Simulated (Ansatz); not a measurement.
**B2H5NO: rigid torsion scan in Python**

A script is to give a rigid torsion scan; the system is B2H5NO. SMILES: BB(N)O.

Program: Ansatz 0.2.0, driven from Python. Level of theory: r2SCAN/def2-SVP. These are calculated values, not measurements.

### Step 1. Starting point

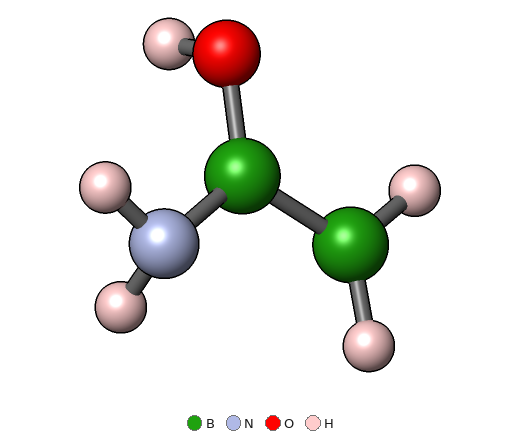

The starting structure, viewed from a chosen angle; boron green, nitrogen light blue, oxygen red, hydrogen pink.

No structure file is read: the coordinates are typed or built in the script.

### Step 2. Script

The input, torsion.py:

```python
import warnings

import ansatz as az
from ase import Atoms

BASIS = 'def2-SVP'
XC = 'r2scan'
FORCE_TOL = 0.02

warnings.simplefilter('ignore', az.DeckWarning)

atoms = Atoms(['B', 'B', 'N', 'O', 'H', 'H', 'H', 'H', 'H'], positions=[
    [0.2701, 1.3145, -0.6135],
    [0.0111, -0.0071, 0.2959],
    [0.7525, -1.2725, -0.0539],
    [-0.8024, 0.0417, 1.4511],
    [0.9543, 1.3336, -1.5708],
    [-0.3642, 2.3649, -0.3574],
    [0.4671, -1.6034, -0.9648],
    [0.5549, -1.9855, 0.6521],
    [-1.7548, -0.2325, 1.1442],
])

first = (
    az.Crystal.molecule_from_ase(atoms).calculation()
    .basis(gaussian=BASIS)
    .functional(XC)
    .relax(force_tolerance=FORCE_TOL, max_steps=80)
)
atoms.positions = first.run(threads=1, backend='cpu').report['positions_ang']

start = atoms.get_dihedral(0, 1, 3, 8)
energies = {}
for turn in range(0, 360, 30):
    turned = atoms.copy()
    turned.set_dihedral(0, 1, 3, 8, start + turn, indices=[3, 8])
    setup = az.Crystal.molecule_from_ase(turned).calculation()
    setup = setup.basis(gaussian=BASIS)
    setup = setup.functional(XC)
    energies[round((start + turn) % 360)] = setup.run(threads=1, backend='cpu').report['free_energy_ev']
floor = min(energies.values())
print('dihedral B0-B1-O3-H8 (deg)   E - E(min) (kcal/mol)')
for angle, e in sorted(energies.items()):
    print(f'{angle:8d} {23.060548 * (e - floor):14.3f}  ' + '#' * int(30 * (e - floor) / max(max(energies.values()) - floor, 1e-9)))
```

### Step 3. The input behind the calls

The package turns the script's settings into the engine's input (first run):

```yaml
crystal:
  periodic: [false, false, false]
  atoms:
    - { symbol: B, position_ang: [0.2701, 1.3145, -0.6135] }
    - { symbol: B, position_ang: [0.0111, -0.0071, 0.2959] }
    - { symbol: "N", position_ang: [0.7525, -1.2725, -0.0539] }
    - { symbol: O, position_ang: [-0.8024, 0.0417, 1.4511] }
    - { symbol: H, position_ang: [0.9543, 1.3336, -1.5708] }
    - { symbol: H, position_ang: [-0.3642, 2.3649, -0.3574] }
    - { symbol: H, position_ang: [0.4671, -1.6034, -0.9648] }
    - { symbol: H, position_ang: [0.5549, -1.9855, 0.6521] }
    - { symbol: H, position_ang: [-1.7548, -0.2325, 1.1442] }
basis:
  gaussian:
    orbitals: def2-SVP
hamiltonian:
  xc: r2scan
relax:
  f_tol: 0.02
  max_steps: 80
```

### Step 4. Launch

Run with:

```sh
> python torsion.py
```

Q: Predict the main results. Wanted: range of energy; lowest point, turn.

The runs gave:

```
              quantity     value
         runs compared        12
       range of energy  0.483 eV
lowest point, turn (°)         0
```

The lowest point lies at a turn of 0°, the highest 0.483 eV (46.6 kJ/mol) above it at 90°. The grid can miss the true lowest and highest points, and the rest of the molecule is held rigid. Run 0: The relaxation took 9 moves; the largest shift is 0.953 Å, of atom 9 (H). So large a move can change the bonding: the results belong to the relaxed structure. The scan is rigid and the energies are electronic, in a modest basis. With rigid groups the curve can differ much from the relaxed path, the start wasn't checked as a minimum of this torsion, and equivalent turns needn't return to the same energy.
